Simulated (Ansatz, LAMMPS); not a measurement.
# Forces and charges in aqueous Rb+ and HSO4-, 0.9 mol of salt per kg of water at 360 K (184 atoms), part 2 of 2

Wanted: forces, charges and levels of aqueous Rb+ and HSO4-, 0.9 mol of salt per kg of water at 360 K (184 atoms).

Ansatz 0.2.0; Kohn-Sham DFT, PBEsol, PAW (set soft_2), plane waves.

The cell: 63 O, 1 S, 119 H and 1 Rb. The network of contacts between molecules at the start is that of the classical potential that made the cell. The functional has no dispersion term. The density was typed from a rule of thumb and may lie off the real one at this temperature. Only the Γ point is sampled, in a cell whose shortest periodic width is 12 Å.

So far. Step 3 (Plane-wave single point): Between -25 and -14 eV lie 128 more states.

## (4) Distances and neighbours

These statistics describe the geometry on which the runs were made.

Density 1.12 g/cm³, 10.07 Å³ an atom.

g(r), total and by pair (bins of 0.2 Å):

```csv
r (Å),total,H-H,H-O,H-Rb,H-S,O-O,O-Rb
0.90,2.75,0.00,6.20,0.00,0.00,0.00,0.00
1.10,2.44,0.00,5.50,0.00,0.00,0.00,0.00
1.30,0.00,0.00,0.00,0.00,0.00,0.00,0.00
1.50,0.17,0.00,0.24,0.00,0.00,0.00,0.00
1.70,1.45,2.36,1.00,0.00,0.00,0.00,0.00
1.90,0.62,0.33,1.08,0.00,0.00,0.00,0.00
2.10,0.55,0.85,0.42,0.00,1.44,0.00,0.00
2.30,0.63,1.20,0.26,0.00,0.00,0.13,0.00
2.50,0.81,1.39,0.31,0.00,0.00,0.76,0.00
2.70,0.90,0.99,0.50,0.00,0.81,2.17,0.00
2.90,0.93,0.67,0.91,0.00,3.71,1.78,4.20
3.10,1.16,0.97,1.42,0.64,0.00,1.01,1.20
3.30,1.02,0.71,1.34,2.28,1.70,0.85,0.00
3.50,1.18,1.10,1.27,0.97,1.04,1.15,0.97
3.70,1.23,1.26,1.25,1.39,0.88,1.05,0.86
3.90,1.04,1.06,1.08,0.39,1.61,0.86,0.74
4.10,1.02,0.96,1.04,1.11,1.48,1.09,0.67
4.30,0.94,0.97,0.87,0.66,0.68,1.06,0.66
4.50,1.02,1.03,1.03,2.17,1.51,0.86,0.56
4.70,0.96,1.15,0.81,0.28,0.00,0.93,1.55
4.90,0.98,0.94,0.96,1.79,0.78,1.11,1.48
5.10,0.89,0.93,0.84,0.47,0.47,1.00,2.24
5.30,1.02,0.97,1.07,0.65,1.10,1.08,0.00
5.50,0.97,0.96,1.03,1.43,1.63,0.76,0.77
5.70,0.97,1.03,0.98,1.15,0.56,0.74,0.72
5.90,1.06,1.06,1.03,0.90,0.35,1.15,1.35
```

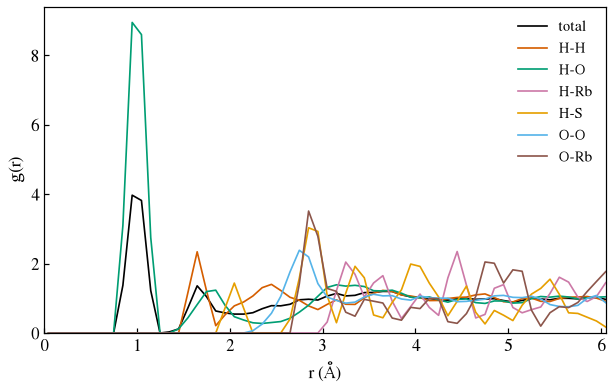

Pair distribution functions, lightly smoothed.

Bonds by pair of elements; cutoffs follow the first minimum of g(r), held within bounds set by covalent radii, and pairs that aren't listed don't count as bonded:

```csv
pair A-B,cutoff (Å),bonds,mean length (Å),spread (Å),shortest (Å),B about A,A about B
H-O,1.21,119,1,0,1,1,1.89
O-Rb,3.35,4,2.95,0.11,2.86,0.063,4
O-S,2.02,4,1.49,0.071,1.44,0.063,4
```

How many atoms have how many bonded neighbours:

```csv
element,mean,1,2,3,4
H,1,119,0,0,0
O,2.02,3,56,4,0
Rb,4,0,0,0,1
S,4,0,0,0,1
```

Bond angles, per cent of each kind in bins of 5°:

```csv
angle (°),H-O-H
105–110,100.0
```

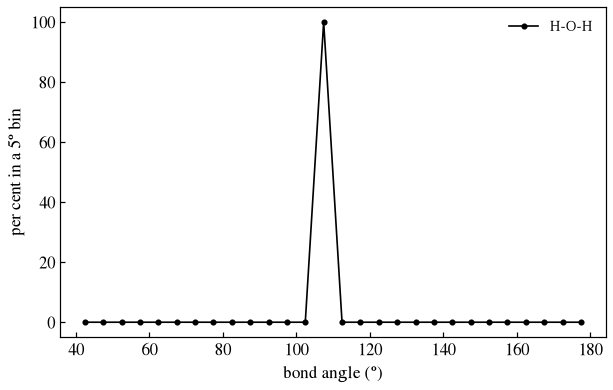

Distributions of the most common bond angles.

Bond angles (no mean is given where the spread exceeds 20°):

```csv
angle,count,mean (°),spread (°)
H-O-H,59,110,0
H-O-Rb,8,113,16.6
O-Rb-O,6,-,-
O-S-O,6,109,5
H-O-S,1,103,0
```

Hydrogen bonds between water molecules (O–O under 3.5 Å, H–O···O angle under 30°):

```csv
hydrogen bonds to other water,molecules
0,0
1,4
2,11
3,16
4,24
5,4
```

First shells of the ions:

```csv
ion,count,shell,mean number
Rb,1,water O within 3.8 A,6
```

Bond length by coordination (bonds to H left out):

```csv
element,coordination,atoms,mean bond length (Å)
O,1,3,1.45
O,2,1,1.61
O,3,4,2.95
```

With the cutoffs above, all H atoms have 1, 89 % of O atoms have 2, all Rb atoms have 4 and all S atoms have 4 bonded neighbours. The 59 water molecules hold 3.22 hydrogen bonds each to other water on average, with a mean O–O distance of 2.87 Å. Ion shells in this frame: Rb 6.0 (water O within 3.8 Å).

A closer look about O3, which bears the longest force: 13 atoms, nearest first, numbered in the order of the input, with positions taken from that point.

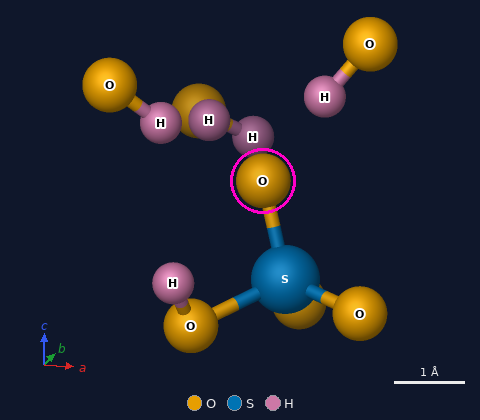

The atoms of the table, within 2.8 Å (arrows a, b, c point along x, y, z); some may hide others; the central atom is ringed.

```csv
atom,x,y,z,distance (Å),bonds,Löwdin charge (e),Fx,Fy,Fz (eV/Å)
O3,0.00,0.00,0.00,0.00,1,-0.74,0.46,-0.38,2.09
S2,0.38,-0.18,-1.38,1.45,4,2.50,-0.76,-0.73,-0.65
H95,-1.14,1.12,0.51,1.67,1,0.38,0.17,1.06,-0.42
H36,0.99,-0.25,1.40,1.73,1,0.39,0.66,0.70,0.33
H56,-1.30,-0.75,0.96,1.78,1,0.36,-0.84,-0.63,0.46
H6,-0.78,-1.88,-1.08,2.30,1,0.40,0.21,-0.83,0.23
O4,0.21,1.08,-2.07,2.34,1,-0.73,-0.47,0.56,-1.12
O1,-0.70,-1.27,-1.87,2.36,2,-0.66,0.22,0.93,-0.62
O5,1.67,-0.78,-1.62,2.46,1,-0.75,0.94,-0.55,0.21
O94,-1.56,2.01,0.37,2.57,2,-0.65,-0.01,0.77,0.21
O34,1.59,0.00,2.16,2.68,2,-0.72,0.01,-0.03,0.44
H96,-0.93,2.61,-0.13,2.77,1,0.38,-0.13,-0.77,0.60
O55,-1.93,-1.20,1.59,2.78,3,-0.75,0.45,0.31,-0.40
```

The column of bonds counts only the pairs H-O within 1.21 Å, O-Rb within 3.35 Å, O-S within 2.02 Å; other neighbours, such as metal atoms beside each other in a compound, aren't counted, and periodic images can show an atom twice.

## (5) Outcome

```
free energy per atom                             : -224.5792 eV/atom
pressure                                         : -2.258 GPa
r.m.s. force component                           : 0.517 eV/Å
gap (highest filled to lowest empty level) : 3.905 eV
wall time of the 1 DFT run                       : 24 s
```

The highest filled and lowest empty levels differ by 3.90 eV (at Γ alone); a semilocal functional tends to put such gaps too low. In a disordered cell it changes from sample to sample and from frame to frame. With the cutoffs above, all H atoms have 1, 89 % of O atoms have 2, all Rb atoms have 4 and all S atoms have 4 bonded neighbours. The 59 water molecules hold 3.22 hydrogen bonds each to other water on average, with a mean O–O distance of 2.87 Å.

Caveats: The force components of 0.52 eV/Å r.m.s. reflect the temperature of the frame as well as the gap between the generating potential and DFT, above all in bond lengths inside molecules. The pressure of -2.3 GPa is that of one thermal frame, in which the classical model's bond lengths enter as well as the volume, without the kinetic term and with the strain of bonds inside molecules.

[Logs are printed without paths, hosts, clocks, repeated set-up lines and the standing remarks that a program may print on its own settings, such as how far it seeks lower states.]

[Hosts, paths, dates, database ids (printed as entryN), source tags and the programs' standing remarks are cut or masked in the printed files.]
